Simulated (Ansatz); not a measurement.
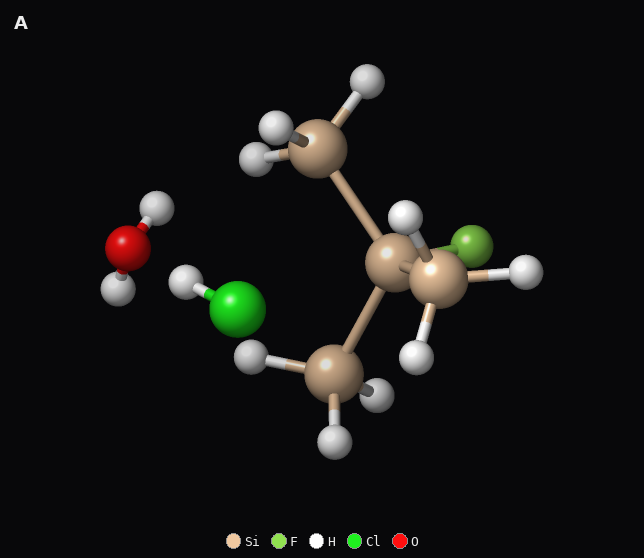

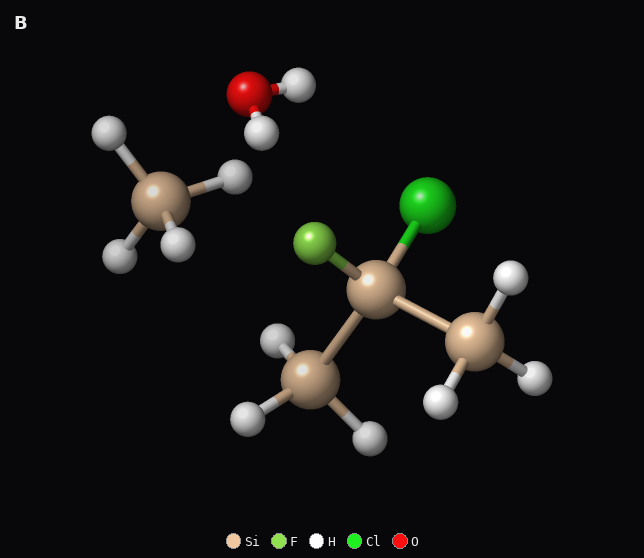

2 stationary structures of one formula. Geometries: PBE0-D4/def2-TZVP. Electronic energies: RHF-CCSD(T) (frozen core)/def2-TZVPP (Ansatz 0.2.0), without zero-point energy. No frequency run is at hand to confirm each as a minimum. Each is one conformer, not always the lowest.

**Which structure is the most stable?**

B is lowest; A lies 89.1 kJ/mol above it (a minimum).

Give E(B) − E(A) in kJ/mol at these levels too: RHF-CCSD(T) (frozen core)/def2-TZVPP; ωB97M-V/def2-SVP; direct RPA on PBE orbitals (frozen core)/def2-TZVPP; RHF-MP2 (frozen core)/def2-QZVPP; PBE-D4/def2-TZVPP; PBE0-D4/def2-TZVP; SPW92 (LDA)/def2-SVP; PBE0-D4/def2-TZVPP.

```tsv
level	E(B) − E(A) (kJ/mol)
RHF-CCSD(T) (frozen core)/def2-TZVPP	−89.1
ωB97M-V/def2-SVP	−75.6
direct RPA on PBE orbitals (frozen core)/def2-TZVPP	−93.0
RHF-MP2 (frozen core)/def2-QZVPP	−92.1
PBE-D4/def2-TZVPP	−62.7
PBE0-D4/def2-TZVP	−73.5
SPW92 (LDA)/def2-SVP	−31.2
PBE0-D4/def2-TZVPP	−71.7
```
